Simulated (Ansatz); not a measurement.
# CH5BrSi + H2: a complex and its separated parts

Aim: how far the complex at one end of a reaction step lies below its separated, relaxed parts, level by level.

The runs use Ansatz 0.2.0, Gaussian basis; PBE0-D4/def2-TZVP structures, single points in def2-TZVPP, no counterpoise correction.

Levels: SPW92, PBE-D4, BLYP-D4, r2SCAN-D4, B97M-V, PBE0-D4, B3LYP-D4, r2SCAN0-D4, BHLYP-D4, CAM-B3LYP-D4, wB97X-V, wB97M-V, B2PLYP, PBE-QIDH, RPA on PBE, Hartree-Fock, MP2, CCSD, CCSD(T).

Cores are frozen in the correlated methods. Filled d shells of the heavier atoms are correlated. B3LYP uses VWN-RPA correlation. B2PLYP carries no dispersion term here.

95 further runs of the same task are left out: 1 that didn't finish, 94 set aside as unsound or not needed. Runs told in other sessions of the task aren't counted.

### 1 Where the work starts

The complex: 10 atoms, charge 0, spin multiplicity 1.

Atoms are counted from 1 here; the program's logs count them from 0.

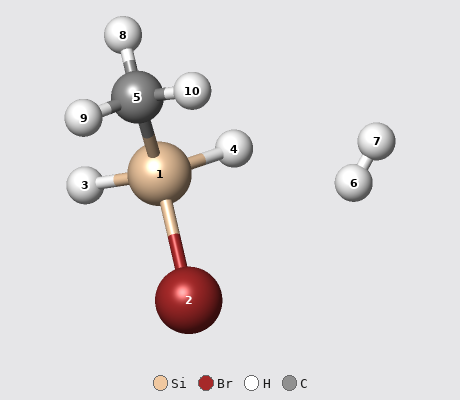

As it starts; silicon light orange, bromine red, hydrogen white, carbon grey; atoms are numbered from 1 in the order of the file.

Coordinates:

```xyz
10
CH7BrSi
Si   -0.8827   -0.6555   -0.1899
Br    0.3794   -1.6222   -1.7546
H    -1.9205   -1.6423    0.1949
H    -1.5256    0.5225   -0.8200
C     0.1791   -0.1728    1.2557
H     1.3072    1.5446   -1.8077
H     1.2832    2.2418   -1.5407
H    -0.4355    0.2997    2.0271
H     0.6641   -1.0498    1.6884
H     0.9513    0.5340    0.9468
```

Its parts: CH5BrSi holds atoms 1, 2, 3, 4, 5, 8, 9, 10; H2 holds atoms 6, 7. Each part counts its atoms afresh in its own runs.

### 2 Relaxing CH5BrSi alone

Input file relax-a/in.yaml:

```yaml
crystal:
  periodic: [false, false, false]
  atoms:
    - {symbol: Si, position_ang: [-0.882709, -0.655488, -0.189930]}
    - {symbol: Br, position_ang: [0.379418, -1.622244, -1.754607]}
    - {symbol: H, position_ang: [-1.920501, -1.642328, 0.194853]}
    - {symbol: H, position_ang: [-1.525563, 0.522534, -0.819967]}
    - {symbol: C, position_ang: [0.179083, -0.172812, 1.255655]}
    - {symbol: H, position_ang: [-0.435497, 0.299735, 2.027136]}
    - {symbol: H, position_ang: [0.664112, -1.049780, 1.688353]}
    - {symbol: H, position_ang: [0.951292, 0.534002, 0.946825]}
basis:
  gaussian: {orbitals: def2-TZVP}
hamiltonian: {xc: pbe0, dispersion: d4}
relax: {f_tol: 0.005, max_steps: 200}
```

Run with:

```console
$ ansatz run in.yaml --threads 4 --pin off --events-out ev --progress --plain --max-ram 9574MiB
```

The log of the run, cut to the lines that bear on the results:

```text
Functional definition: PBE0
  name "PBE0"
  cite "Adamo & Barone, J. Chem. Phys. 110, 6158 (1999) doi:10.1063/1.478522"
  cite "Perdew, Burke & Ernzerhof, Phys. Rev. Lett. 77, 3865 (1996) doi:10.1103/PhysRevLett.77.3865"
  parent pbe
[...]
1081 factors; their error is unknown
[...]
mean field -79031.90907851 eV, -2904.3690888833 hartree, gradient 3.2e-5 eV, S^2 0.000000; 0 other end points of the search recorded, 0 dependent functions left out
[...]
reference -79031.90910734 eV, -2904.3690899428 hartree; 30, 30 occupied and 116, 116 virtual orbitals, 1081 factors
[...]
Atom 0 at    -0.881969    -0.657133    -0.191008 Å, force    -0.002079     0.000850     0.000489 eV/Å
Atom 1 at     0.379235    -1.621417    -1.755269 Å, force     0.002060    -0.001937    -0.003004 eV/Å
Atom 2 at    -1.921114    -1.641807     0.195929 Å, force    -0.000027    -0.000024     0.000439 eV/Å
Atom 3 at    -1.525062     0.522264    -0.819098 Å, force    -0.000618     0.000656     0.000253 eV/Å
Atom 4 at     0.178856    -0.172813     1.255241 Å, force    -0.000403     0.000160     0.001010 eV/Å
Atom 5 at    -0.436108     0.299951     2.026304 Å, force    -0.000192     0.000201     0.000023 eV/Å
Atom 6 at     0.664013    -1.049356     1.688750 Å, force     0.000501    -0.000162     0.000595 eV/Å
Atom 7 at     0.951784     0.533930     0.947469 Å, force     0.000758     0.000256     0.000195 eV/Å
Dipole moment:    -0.067067     0.182212     0.362435 e Å
```

Run time: 8 s. Hardware: 4 threads of Arm Neoverse V1, shared host.

The steps of the relaxation:

| step | energy from step 1 (eV) | largest force component (eV/Å) |
| --- | --- | --- |
| 1 | 0.0000 | 0.0320 |
| 2 | 0.0000 | 0.0063 |
| 3 | -0.0001 | 0.0030 |

Close pairs (by a distance rule), those that changed most:

| bond | before (Å) | after (Å) | change (Å) |
| --- | --- | --- | --- |
| Si1–Br2 | 2.231 | 2.229 | -0.002 |
| Si1–C5 | 1.857 | 1.858 | +0.000 |
| Si1–H4 | 1.483 | 1.483 | +0.000 |
| C5–H8 | 1.091 | 1.092 | +0.000 |
| Si1–H3 | 1.483 | 1.483 | +0.000 |
| C5–H7 | 1.092 | 1.092 | +0.000 |
| C5–H6 | 1.094 | 1.094 | +0.000 |

### 3 Relaxing H2 alone

Input file relax-b/in.yaml:

```yaml
crystal:
  periodic: [false, false, false]
  atoms:
    - {symbol: H, position_ang: [1.307211, 1.544633, -1.807695]}
    - {symbol: H, position_ang: [1.283155, 2.241750, -1.540722]}
basis:
  gaussian: {orbitals: def2-TZVP}
hamiltonian: {xc: pbe0, dispersion: d4}
relax: {f_tol: 0.005, max_steps: 200}
```

Run with:

```console
$ ansatz run in.yaml --threads 4 --pin off --events-out ev --progress --plain --max-ram 9574MiB
```

The log of the run, cut to the lines that bear on the results:

```text
[... 5 set-up lines as earlier in the session ...]
[...]
88 factors; their error is unknown
[...]
mean field -31.78864208 eV, -1.1682110494 hartree, gradient 1.7e-5 eV, S^2 0.000000; 0 other end points of the search recorded, 0 dependent functions left out
[...]
reference -31.78866861 eV, -1.1682120242 hartree; 1, 1 occupied and 11, 11 virtual orbitals, 88 factors
Total energy: -31.79027515 eV, -1.1682710637 hartree
Atom 0 at     1.307199     1.544979    -1.807562 Å, force    -0.000022     0.000644     0.000246 eV/Å
Atom 1 at     1.283167     2.241404    -1.540855 Å, force     0.000022    -0.000644    -0.000246 eV/Å
Dipole moment:    -0.000000     0.000000     0.000000 e Å
```

Wall time 0.15 s (4 threads of Arm Neoverse V1, shared host).

Relaxation path:

| step | energy from step 1 (eV) | largest force component (eV/Å) |
| --- | --- | --- |
| 1 | 0.0000 | 0.0256 |
| 2 | 0.0000 | 0.0006 |

The bond:

| bond | before (Å) | after (Å) | change (Å) |
| --- | --- | --- | --- |
| H1–H2 | 0.747 | 0.746 | -0.001 |

### 4 SPW92/def2-TZVPP

Input file parta/in.yaml:

```yaml
crystal:
  periodic: [false, false, false]
  atoms:
    - {symbol: Si, position_ang: [-0.881969, -0.657133, -0.191008]}
    - {symbol: Br, position_ang: [0.379235, -1.621417, -1.755269]}
    - {symbol: H, position_ang: [-1.921114, -1.641807, 0.195929]}
    - {symbol: H, position_ang: [-1.525062, 0.522264, -0.819098]}
    - {symbol: C, position_ang: [0.178856, -0.172813, 1.255241]}
    - {symbol: H, position_ang: [-0.436108, 0.299951, 2.026304]}
    - {symbol: H, position_ang: [0.664013, -1.049356, 1.688750]}
    - {symbol: H, position_ang: [0.951784, 0.533930, 0.947469]}
basis:
  gaussian: {orbitals: def2-TZVPP}
hamiltonian: {xc: lda}
```

Input file partb/in.yaml:

```yaml
crystal:
  periodic: [false, false, false]
  atoms:
    - {symbol: H, position_ang: [1.307199, 1.544979, -1.807562]}
    - {symbol: H, position_ang: [1.283167, 2.241404, -1.540855]}
basis:
  gaussian: {orbitals: def2-TZVPP}
hamiltonian: {xc: lda}
```

Each run has its own folder and the same command.

Run with:

```console
$ ansatz run in.yaml --threads 4 --pin off --events-out ev --progress --plain --max-ram 9574MiB
```

parta printed, cut to the lines that bear on the results:

```text
Functional definition: SPW92
  name "SPW92"
  cite "Dirac, Proc. Camb. Phil. Soc. 26, 376 (1930) doi:10.1017/S0305004100016108"
  cite "Slater, Phys. Rev. 81, 385 (1951) doi:10.1103/PhysRev.81.385"
  cite "Perdew & Wang, Phys. Rev. B 45, 13244 (1992) doi:10.1103/PhysRevB.45.13244"
[...]
1139 factors; their error is unknown
[...]
mean field -78905.21631910 eV, -2899.7132158502 hartree, gradient 4.3e-5 eV, S^2 0.000000; 0 other end points of the search recorded, 0 dependent functions left out
reference -78905.21635508 eV, -2899.7132171726 hartree; 30, 30 occupied and 161, 161 virtual orbitals, 1139 factors
Total energy: -78905.21635508 eV, -2899.7132171726 hartree
```

Output in partb, cut to the lines that bear on the results:

```text
[... 5 set-up lines as earlier in the session ...]
[...]
118 factors; their error is unknown
[...]
mean field -30.93527655 eV, -1.1368504445 hartree, gradient 4.4e-5 eV, S^2 0.000000; 0 other end points of the search recorded, 0 dependent functions left out
reference -30.93529723 eV, -1.1368512044 hartree; 1, 1 occupied and 27, 27 virtual orbitals, 118 factors
Total energy: -30.93529723 eV, -1.1368512044 hartree
```

Wall times: 0.85 s (parta), 0.1 s (partb) on 4 threads of Arm Neoverse V1, shared host.

### 5 PBE-D4/def2-TZVPP

The same edit goes into each in.yaml of step 4 (parta, partb):

```diff
-hamiltonian: {xc: lda}
+hamiltonian: {xc: pbe, dispersion: d4}
```

The same command starts each run, in its folder.

Run with:

```console
$ ansatz run in.yaml --threads 4 --pin off --events-out ev --progress --plain --max-ram 9574MiB
```

Output in parta, cut to the lines that bear on the results:

```text
Functional definition: PBE
  name "PBE"
[... 2 set-up lines as earlier in the session ...]
[...]
1139 factors; their error is unknown
[...]
mean field -79028.37720411 eV, -2904.2392948930 hartree, gradient 4.2e-5 eV, S^2 0.000000; 0 other end points of the search recorded, 0 dependent functions left out
reference -79028.37724289 eV, -2904.2392963183 hartree; 30, 30 occupied and 161, 161 virtual orbitals, 1139 factors
Total energy: -79028.53052531 eV, -2904.2449293432 hartree
```

Log of partb, cut to the lines that bear on the results:

```text
[... 4 set-up lines as earlier in the session ...]
[...]
118 factors; their error is unknown
[...]
mean field -31.73221740 eV, -1.1661374806 hartree, gradient 3.1e-5 eV, S^2 0.000000; 0 other end points of the search recorded, 0 dependent functions left out
reference -31.73223908 eV, -1.1661382771 hartree; 1, 1 occupied and 27, 27 virtual orbitals, 118 factors
Total energy: -31.73425829 eV, -1.1662124818 hartree
```

They took 1.4 s (parta), 0.1 s (partb) on 4 threads of Arm Neoverse V1, shared host.

### 6 BLYP-D4/def2-TZVPP

The same edit goes into each in.yaml of step 5 (parta, partb):

```diff
-hamiltonian: {xc: pbe, dispersion: d4}
+hamiltonian: {xc: {name: BLYP}, dispersion: d4}
```

One command serves all of them, each in its own folder.

Run with:

```console
$ ansatz run in.yaml --threads 4 --pin off --events-out ev --progress --plain --max-ram 9574MiB
```

Output in parta, cut to the lines that bear on the results:

```text
Functional definition: BLYP
  name "BLYP"
  cite "Becke, Phys. Rev. A 38, 3098 (1988) doi:10.1103/PhysRevA.38.3098"
  cite "Lee, Yang & Parr, Phys. Rev. B 37, 785 (1988) doi:10.1103/PhysRevB.37.785"
[...]
1139 factors; their error is unknown
[...]
mean field -79044.48688724 eV, -2904.8313148287 hartree, gradient 5.3e-5 eV, S^2 0.000000; 0 other end points of the search recorded, 0 dependent functions left out
reference -79044.48723094 eV, -2904.8313274592 hartree; 30, 30 occupied and 161, 161 virtual orbitals, 1139 factors
Total energy: -79044.82285874 eV, -2904.8436615536 hartree
```

partb printed, cut to the lines that bear on the results:

```text
[... 4 set-up lines as earlier in the session ...]
[...]
118 factors; their error is unknown
[...]
mean field -31.82604599 eV, -1.1695856178 hartree, gradient 8.3e-5 eV, S^2 0.000000; 0 other end points of the search recorded, 0 dependent functions left out
reference -31.82623842 eV, -1.1695926892 hartree; 1, 1 occupied and 27, 27 virtual orbitals, 118 factors
Total energy: -31.83113629 eV, -1.1697726826 hartree
```

Times: 1.4 s (parta), 0.1 s (partb) on 4 threads of Arm Neoverse V1, shared host.

### 7 r2SCAN-D4/def2-TZVPP

The same edit goes into each in.yaml of step 6 (parta, partb):

```diff
-hamiltonian: {xc: {name: BLYP}, dispersion: d4}
+hamiltonian: {xc: r2scan, dispersion: d4}
```

The same command starts each run, in its folder.

Run with:

```console
$ ansatz run in.yaml --threads 4 --pin off --events-out ev --progress --plain --max-ram 9574MiB
```

Output in parta, cut to the lines that bear on the results:

```text
Functional definition: r2SCAN
  name "r2SCAN"
  cite "Furness, Kaplan, Ning, Perdew & Sun, J. Phys. Chem. Lett. 11, 8208 (2020) doi:10.1021/acs.jpclett.0c02405"
  cite "Furness, Kaplan, Ning, Perdew & Sun, J. Phys. Chem. Lett. 11, 9248 (2020) doi:10.1021/acs.jpclett.0c03077"
  parent r2scan
[...]
1139 factors; their error is unknown
[...]
mean field -79042.94647351 eV, -2904.7747056680 hartree, gradient 6.8e-5 eV, S^2 0.000000; 0 other end points of the search recorded, 0 dependent functions left out
reference -79042.94648469 eV, -2904.7747060790 hartree; 30, 30 occupied and 161, 161 virtual orbitals, 1139 factors
Total energy: -79042.98177922 eV, -2904.7760031291 hartree
```

Log of partb, cut to the lines that bear on the results:

```text
[... 5 set-up lines as earlier in the session ...]
[...]
118 factors; their error is unknown
[...]
mean field -31.87205401 eV, -1.1712763811 hartree, gradient 4.1e-5 eV, S^2 0.000000; 0 other end points of the search recorded, 0 dependent functions left out
reference -31.87206062 eV, -1.1712766243 hartree; 1, 1 occupied and 27, 27 virtual orbitals, 118 factors
Total energy: -31.87256200 eV, -1.1712950496 hartree
```

Times: 3.2 s (parta), 0.35 s (partb) on 4 threads of Arm Neoverse V1, shared host.

### 8 B97M-V/def2-TZVPP

Each input of step 7 (parta, partb) changes in the same lines:

```diff
-hamiltonian: {xc: r2scan, dispersion: d4}
+hamiltonian: {xc: {name: B97M-V}}
```

One command serves all of them, each in its own folder.

Run with:

```console
$ ansatz run in.yaml --threads 4 --pin off --events-out ev --progress --plain --max-ram 9574MiB
```

Log of parta, cut to the lines that bear on the results:

```text
Functional definition: B97M-V
  name "B97M-V"
  cite "Mardirossian & Head-Gordon, J. Chem. Phys. 142, 074111 (2015) doi:10.1063/1.4907719"
  cite "Becke, J. Chem. Phys. 107, 8554 (1997) doi:10.1063/1.475007"
  cite "Vydrov & Van Voorhis, J. Chem. Phys. 133, 244103 (2010) doi:10.1063/1.3521275"
  # Of w^i u^j: cxij and so on, Table III.
[...]
  gx(w, u) = cx00 + cx01*u + cx02*u^2 + (cx10 + cx11*u)*w
[...]
  gos(w, u) = cos00 + cos01*u + cos03*u^3 + cos10*w + cos32*w^3*u^2
[...]
      + integral(e_c_pw_mod_opposite_spin*gos(b97_w_opposite, b97_u_opposite)) + vv10(b, c)
1139 factors; their error is unknown
[...]
mean field -79030.23178831 eV, -2904.3074496054 hartree, gradient 4.5e-5 eV, S^2 0.000000; 0 other end points of the search recorded, 0 dependent functions left out
reference -79030.23184518 eV, -2904.3074516952 hartree; 30, 30 occupied and 161, 161 virtual orbitals, 1139 factors
Total energy: -79030.23184518 eV, -2904.3074516952 hartree
```

Log of partb, cut to the lines that bear on the results:

```text
[... 5 set-up lines as earlier in the session ...]
  # Of w^i u^j: cxij and so on, Table III.
[...]
  gx(w, u) = cx00 + cx01*u + cx02*u^2 + (cx10 + cx11*u)*w
  gss(w, u) = css00 + css02*u^2 + css10*w + (css32*w^3 + css42*w^4)*u^2
  gos(w, u) = cos00 + cos01*u + cos03*u^3 + cos10*w + cos32*w^3*u^2
[...]
      + integral(e_c_pw_mod_opposite_spin*gos(b97_w_opposite, b97_u_opposite)) + vv10(b, c)
118 factors; their error is unknown
[...]
mean field -31.90530204 eV, -1.1724982237 hartree, gradient 8.2e-6 eV, S^2 0.000000; 0 other end points of the search recorded, 0 dependent functions left out
reference -31.90533172 eV, -1.1724993145 hartree; 1, 1 occupied and 27, 27 virtual orbitals, 118 factors
Total energy: -31.90533172 eV, -1.1724993145 hartree
```

Wall times: 7 s (parta), 0.2 s (partb) on 4 threads of Arm Neoverse V1, shared host.

### 9 PBE0-D4/def2-TZVPP

The same edit goes into each in.yaml of step 8 (parta, partb):

```diff
-hamiltonian: {xc: {name: B97M-V}}
+hamiltonian: {xc: pbe0, dispersion: d4}
+output: {orbitals: {seedname: orbitals}}
```

Each run has its own folder and the same command.

Run with:

```console
$ ansatz run in.yaml --threads 4 --pin off --events-out ev --progress --plain --max-ram 9574MiB
```

Log of parta, cut to the lines that bear on the results:

```text
[... 5 set-up lines as earlier in the session ...]
[...]
1179 factors; their error is unknown
[...]
mean field -79031.94864194 eV, -2904.3705428126 hartree, gradient 3.1e-5 eV, S^2 0.000000; 0 other end points of the search recorded, 0 dependent functions left out
reference -79031.94867092 eV, -2904.3705438776 hartree; 30, 30 occupied and 161, 161 virtual orbitals, 1179 factors
Total energy: -79032.07818709 eV, -2904.3753035088 hartree
```

partb printed, cut to the lines that bear on the results:

```text
[... 5 set-up lines as earlier in the session ...]
[...]
118 factors; their error is unknown
[...]
mean field -31.79610834 eV, -1.1684854292 hartree, gradient 5.5e-5 eV, S^2 0.000000; 0 other end points of the search recorded, 0 dependent functions left out
reference -31.79612433 eV, -1.1684860168 hartree; 1, 1 occupied and 27, 27 virtual orbitals, 118 factors
Total energy: -31.79773087 eV, -1.1685450563 hartree
```

They took 1.9 s (parta), 0.1 s (partb) on 4 threads of Arm Neoverse V1, shared host.

### 10 B3LYP-D4/def2-TZVPP

Each input of step 9 (parta, partb) changes in the same lines:

```diff
-hamiltonian: {xc: pbe0, dispersion: d4}
-output: {orbitals: {seedname: orbitals}}
+hamiltonian: {xc: {name: B3LYP}, dispersion: d4}
```

One command serves all of them, each in its own folder.

Run with:

```console
$ ansatz run in.yaml --threads 4 --pin off --events-out ev --progress --plain --max-ram 9574MiB
```

parta printed, cut to the lines that bear on the results:

```text
Functional definition: B3LYP
  name "B3LYP"
  cite "Stephens, Devlin, Chabalowski & Frisch, J. Phys. Chem. 98, 11623 (1994) doi:10.1021/j100096a001"
[... 2 set-up lines as earlier in the session ...]
  cite "Vosko, Wilk & Nusair, Can. J. Phys. 58, 1200 (1980) doi:10.1139/p80-159"
[...]
1179 factors; their error is unknown
[...]
mean field -79046.30194746 eV, -2904.8980170614 hartree, gradient 2.8e-5 eV, S^2 0.000000; 0 other end points of the search recorded, 0 dependent functions left out
reference -79046.30220269 eV, -2904.8980264408 hartree; 30, 30 occupied and 161, 161 virtual orbitals, 1179 factors
Total energy: -79046.55225027 eV, -2904.9072155201 hartree
```

partb printed, cut to the lines that bear on the results:

```text
[... 6 set-up lines as earlier in the session ...]
[...]
118 factors; their error is unknown
[...]
mean field -32.10923093 eV, -1.1799924723 hartree, gradient 4.5e-5 eV, S^2 0.000000; 0 other end points of the search recorded, 0 dependent functions left out
reference -32.10937303 eV, -1.1799976944 hartree; 1, 1 occupied and 27, 27 virtual orbitals, 118 factors
Total energy: -32.11252410 eV, -1.1801134940 hartree
```

They took 1.8 s (parta), 0.1 s (partb) on 4 threads of Arm Neoverse V1, shared host.

### 11 r2SCAN0-D4/def2-TZVPP

The same edit goes into each in.yaml of step 10 (parta, partb):

```diff
-hamiltonian: {xc: {name: B3LYP}, dispersion: d4}
+hamiltonian: {xc: {name: r2SCAN0}, dispersion: d4}
```

One command serves all of them, each in its own folder.

Run with:

```console
$ ansatz run in.yaml --threads 4 --pin off --events-out ev --progress --plain --max-ram 9574MiB
```

Output in parta, cut to the lines that bear on the results:

```text
Functional definition: r2SCAN0
  name "r2SCAN0"
  cite "Bursch, Neugebauer, Ehlert & Grimme, J. Chem. Phys. 156, 134105 (2022) doi:10.1063/5.0086040"
[... 3 set-up lines as earlier in the session ...]
[...]
1179 factors; their error is unknown
[...]
mean field -79042.78717437 eV, -2904.7688515326 hartree, gradient 3.5e-5 eV, S^2 0.000000; 0 other end points of the search recorded, 0 dependent functions left out
reference -79042.78718328 eV, -2904.7688518601 hartree; 30, 30 occupied and 161, 161 virtual orbitals, 1179 factors
Total energy: -79042.82959704 eV, -2904.7704105369 hartree
```

partb printed, cut to the lines that bear on the results:

```text
[... 6 set-up lines as earlier in the session ...]
[...]
118 factors; their error is unknown
[...]
mean field -31.85187554 eV, -1.1705348362 hartree, gradient 1.4e-5 eV, S^2 0.000000; 0 other end points of the search recorded, 0 dependent functions left out
reference -31.85188067 eV, -1.1705350246 hartree; 1, 1 occupied and 27, 27 virtual orbitals, 118 factors
Total energy: -31.85242204 eV, -1.1705549197 hartree
```

Wall times: 3.6 s (parta), 0.35 s (partb) on 4 threads of Arm Neoverse V1, shared host.

### 12 BHLYP-D4/def2-TZVPP

Each input of step 11 (parta, partb) changes in the same lines:

```diff
-hamiltonian: {xc: {name: r2SCAN0}, dispersion: d4}
+hamiltonian: {xc: {name: BHLYP}, dispersion: d4}
```

The same command starts each run, in its folder.

Run with:

```console
$ ansatz run in.yaml --threads 4 --pin off --events-out ev --progress --plain --max-ram 9574MiB
```

parta printed, cut to the lines that bear on the results:

```text
Functional definition: BHLYP
  name "BHLYP"
  cite "Becke, J. Chem. Phys. 98, 1372 (1993) doi:10.1063/1.464304"
[... 2 set-up lines as earlier in the session ...]
[...]
1281 factors; their error is unknown
[...]
mean field -79043.88986734 eV, -2904.8093747520 hartree, gradient 4.8e-5 eV, S^2 0.000000; 0 other end points of the search recorded, 0 dependent functions left out
reference -79043.89004027 eV, -2904.8093811069 hartree; 30, 30 occupied and 161, 161 virtual orbitals, 1281 factors
Total energy: -79044.09403640 eV, -2904.8168778263 hartree
```

partb printed, cut to the lines that bear on the results:

```text
[... 5 set-up lines as earlier in the session ...]
[...]
118 factors; their error is unknown
[...]
mean field -31.83806348 eV, -1.1700272524 hartree, gradient 5.6e-5 eV, S^2 0.000000; 0 other end points of the search recorded, 0 dependent functions left out
reference -31.83815904 eV, -1.1700307642 hartree; 1, 1 occupied and 27, 27 virtual orbitals, 118 factors
Total energy: -31.83990262 eV, -1.1700948396 hartree
```

Times: 1.9 s (parta), 0.1 s (partb) on 4 threads of Arm Neoverse V1, shared host.

(Part 1 of 2 ends here.)
